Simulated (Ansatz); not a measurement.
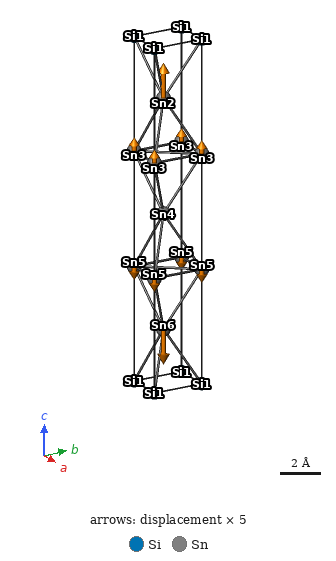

A relaxation of solid SiSn5 (a generated structure, set up in P-6m2) (coarse preliminary run). The starting structure is drawn; orange arrows show the displacements (the part carried along by the change of the cell is left out), magnified 5 times.

The picture is a ball-and-stick view of the cell of the calculation, seen slightly off an axis.

Theory: Ansatz 0.2.0, DFT PBE, scalar-relativistic, plane waves, PAW. (plane-wave cutoff 420 eV; k-point mesh 6 × 6 × 1; occupations gaussian; smearing width 0.1 eV; no spin polarisation; cell and atoms relaxed; force threshold 0.04 eV/Å; at most 70 steps)

> Describe the change and its energy.

The energy falls by 195 meV per atom in 4 accepted moves (6 points after the start). The largest force component goes from 0.38 to 0.018 eV/Å. Pressure: −6.35 GPa at the start and 0.02 GPa at the end. The line search rejected the trial step at point 3 of the run. The SCF was repeated once at an unchanged geometry on a basis and grid sized afresh for the cell, which shifted the energy by 0.7 meV per atom at most. The largest moves relative to the cell, 0.37 Å, are those of Sn2 and Sn6. Sn2 goes along +c. Si stays in place. Cell: a = b 3.545 → 3.307 Å (−6.7 %), c 17.916 → 16.672 Å (−6.9 %). Volume −19.0 %. Among the contacts that change: Si1–Sn2 3.596 → 3.052 Å, Sn2–Sn2 3.545 → 3.307 Å, Sn3–Sn4 3.630 → 3.500 Å, Sn2–Sn3 3.635 → 3.575 Å. The space group stays P-6m2 (No. 187).
